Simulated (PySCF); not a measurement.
# One shape, several levels: HNC (hydrogen isocyanide)

Aim: a comparison of 6 runs (HF/3-21G, B2PLYP/aug-cc-pVTZ, BHLYP/aug-cc-pVTZ, CAM-B3LYP/aug-cc-pVTZ, TPSS/aug-cc-pVTZ, wB97M-V/aug-cc-pVTZ) of HNC (hydrogen isocyanide). Input form: a Python script.

The results are computed with PySCF 2.14.0.

1 further run of the same task is left out (set aside as unsound or not needed).

### 1 The molecule

The species is HNC (3 atoms), meant as a singlet with charge 0. As SMILES, `[C-]#[NH+]`. Geometry: relaxed at PBE0-D4/def2-TZVP.

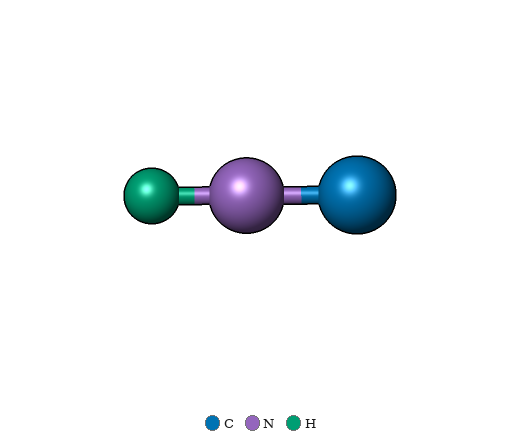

Viewed from a chosen angle; carbon blue, nitrogen purple, hydrogen teal.

### 2 The energy at HF/3-21G (run 1)

Contents of input.py:

```python
# hydrogen isocyanide
from pyscf import gto, scf

mol = gto.M(
    atom='''
C     -1.178188     1.669611    -0.456444
N      0.059356    -0.083280     0.023055
H      1.118831    -1.586331     0.433390
''',
    max_memory=1860,
    verbose=3,
    charge=0,
    basis='3-21g',
    unit='bohr',
)

hf = scf.RHF(mol)
hf.conv_tol = 1e-10
hf.kernel()
if not hf.converged:
    hf = hf.newton().run(hf.mo_coeff, hf.mo_occ)

e_final = hf.e_tot
print('Final energy', e_final)
```

On the command line:

```
OMP_NUM_THREADS=1 python input.py
```

Standard output:

```text
converged SCF energy = -92.3394951912669
Final energy -92.33949519126693
```

Run time: 0.81 s. Hardware: 1 thread of Arm Neoverse V1, shared host; peak memory 0.099 GiB.

### 3 A single-point energy at B2PLYP/aug-cc-pVTZ (run 2)

Contents of start.xyz:

```xyz
3
CHN
C     -0.623470     0.883520    -0.241540
N      0.031410    -0.044070     0.012200
H      0.592060    -0.839450     0.229340
```

Contents of calc.py:

```python
# hydrogen isocyanide
from pyscf import gto, dft, mp

system = gto.M(
    atom='start.xyz',
    max_memory=1860,
    basis='aug-cc-pvtz',
    verbose=3,
    charge=0,
)

mf = dft.RKS(system, xc='0.53*HF + 0.47*B88, 0.73*LYP')
mf.grids.level = 5
mf.conv_tol = 1e-10
mf.kernel()
if not mf.converged:
    mf = mf.newton().run(mf.mo_coeff, mf.mo_occ)

pt = mp.MP2(mf, frozen=2).run()
e_tot = mf.e_tot + 0.27 * pt.e_corr
print('PT2 part  %.8f' % (0.27 * pt.e_corr))
print('E = %.10f Eh' % e_tot)
```

On the command line:

```
OMP_NUM_THREADS=1 python calc.py
```

Standard output:

```text
converged SCF energy = -93.2559211147383
E(RMP2) = -93.6720691176606  E_corr = -0.416148002922313
E(SCS-RMP2) = -93.6669879972634  E_corr = -0.411066882525171
PT2 part  -0.11235996
E = -93.3682810755 Eh
```

Run time: 9.9 s. Hardware: 1 thread of Arm Neoverse V1, shared host; peak memory 0.58 GiB.

Runs 3 to 5 aren't shown in full; the table further down has their settings and results.

### 4 The energy at wB97M-V/aug-cc-pVTZ (run 6)

Contents of input.py:

```python
from pyscf import gto, dft

mol = gto.Mole()
mol.atom = [
    ('C', (-0.623470, 0.883520, -0.241540)),
    ('N', (0.031410, -0.044070, 0.012200)),
    ('H', (0.592060, -0.839450, 0.229340)),
]
mol.verbose = 3
mol.max_memory = 1860
mol.basis = 'aug-cc-pvtz'
mol.build()

ks = dft.RKS(mol)
ks.xc = 'wb97m-v'
ks.conv_tol = 1e-10
ks.grids.level = 5
ks.nlcgrids.level = 1
ks.kernel()
if not ks.converged:
    ks = ks.newton().run(ks.mo_coeff, ks.mo_occ)

energy = ks.e_tot
print('E = %.10f Eh' % energy)
```

On the command line:

```
OMP_NUM_THREADS=1 python input.py
```

Standard output:

```text
converged SCF energy = -93.4107097983772
E = -93.4107097984 Eh
```

Wall time 34 s (1 thread of Arm Neoverse V1, shared host); peak memory 0.64 GiB.

### 5 All runs side by side

```csv
run,level,frozen core orbitals,integration grid,energy (Eh),dipole moment (D),HOMO energy (eV),LUMO energy (eV),wall time
1,HF/3-21G,–,–,-92.339495,2.83,-12.87,5.88,0.81 s
2,B2PLYP/aug-cc-pVTZ,2,5,-93.368281,3.00,-10.79,0.09,9.9 s
3,BHLYP/aug-cc-pVTZ,–,5,-93.383157,3.00,-10.80,0.00,9.3 s
4,CAM-B3LYP/aug-cc-pVTZ,–,5,-93.393718,3.08,-10.77,0.09,16 s
5,TPSS/aug-cc-pVTZ,–,5,-93.450461,3.11,-7.81,-0.69,20 s
6,wB97M-V/aug-cc-pVTZ,–,5,-93.410710,3.04,-11.71,0.17,34 s
```

### 6 What came out

| quantity | value |
| --- | --- |
| run 6: total energy | -93.41071 Eh |
| run 6: dipole moment | 3.04 D |
| run 6: HOMO energy | -11.71 eV |
| run 6: LUMO energy | 0.17 eV |
| run 6: HOMO–LUMO gap | 11.88 eV |

In words: The dipole moment (its size) runs from 2.83 D (HF/3-21G) to 3.11 D (TPSS/aug-cc-pVTZ). The two ends differ in method and basis. The HOMO–LUMO gap runs from 7.12 eV (TPSS/aug-cc-pVTZ) to 18.75 eV (HF/3-21G). Totals of different functionals can't be ranked against each other. All runs together took 90 s, the longest 34 s.
